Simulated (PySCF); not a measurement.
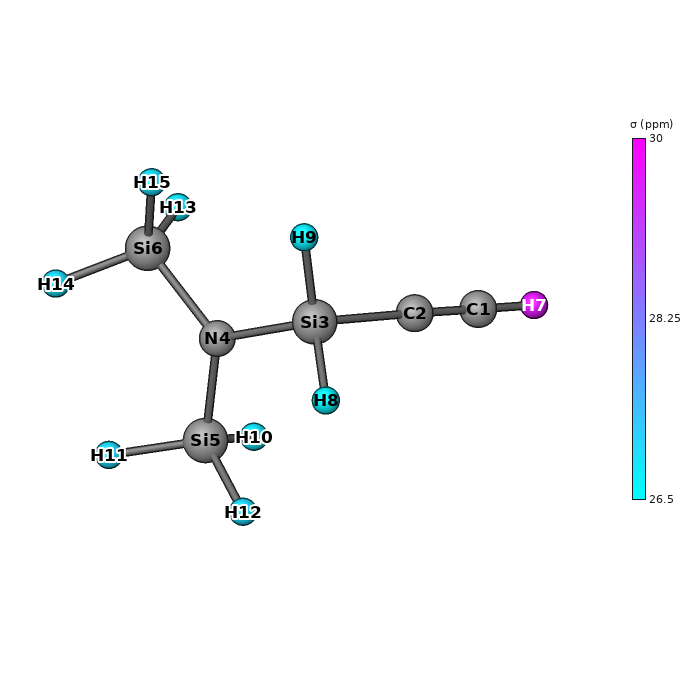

Atoms are coloured by their isotropic NMR shieldings (H only, the others grey). Computed geometry: GFN2-xTB optimisation. No frequency run is at hand to confirm it as a minimum. Properties computed with GIAO PBE0/pcSseg-1 NMR shielding, non-relativistic, gas phase (PySCF 2.14.0).

Which H atom is the most shielded (lowest chemical shift)?

H7 (29.62 ppm).

Which H atom is the least shielded (highest chemical shift)?

H8 (26.67 ppm).

How wide is the range of H shifts?

2.95 ppm.

Give the isotropic NMR shieldings of the H atoms atom by atom.

| atom | σ (ppm) |
| --- | --- |
| H7 | 29.62 |
| H8 | 26.67 |
| H9 | 26.69 |
| H10 | 26.78 |
| H11 | 26.95 |
| H12 | 26.94 |
| H13 | 26.78 |
| H14 | 26.91 |
| H15 | 26.89 |

The geometry is semi-empirical. Around Si such bond lengths and angles can be off by a tenth of an ångström or more and by several degrees, and values that hang on the shape move with them.
